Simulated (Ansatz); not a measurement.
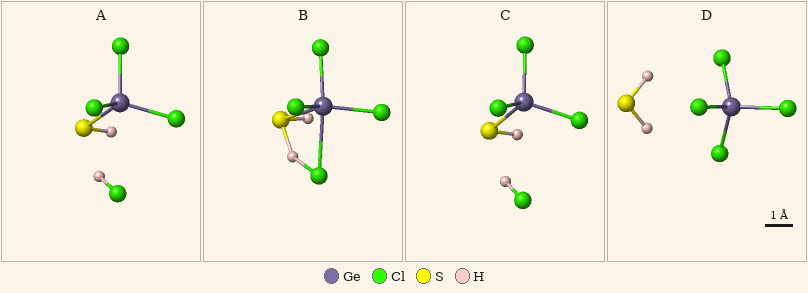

4 geometries from a converged minimum-energy path of GeH$_{2}$SCl$_{4}$, made up at the start of GeCl4 and H$_{2}$S, shuffled. A ball-and-stick model, seen at a tilt.

Computed with Ansatz, RKS BLYP-D4/def2-SVP. Set-up: 7 movable images; climbing image; force threshold 0.05 eV/Å; iteration limit 60; starting path through a guess of the saddle point.

**Which frame is the top of the path?**

B. In order along the path, whose images run from 0 to 8: D (image 0, 0.00 eV), B (image 3, +1.15 eV), A (image 6, +0.34 eV), C (image 7, +0.21 eV). Breaking: Cl–Ge (2.17 → 3.99 Å), H–S (1.36 → 2.45 Å). Forming: Cl–H (2.91 → 1.31 Å), Ge–S (4.07 → 2.26 Å).

Limits of the set-up: the start holds two separate molecules, 2.9 Å apart at their closest, whose relative position is a soft coordinate.
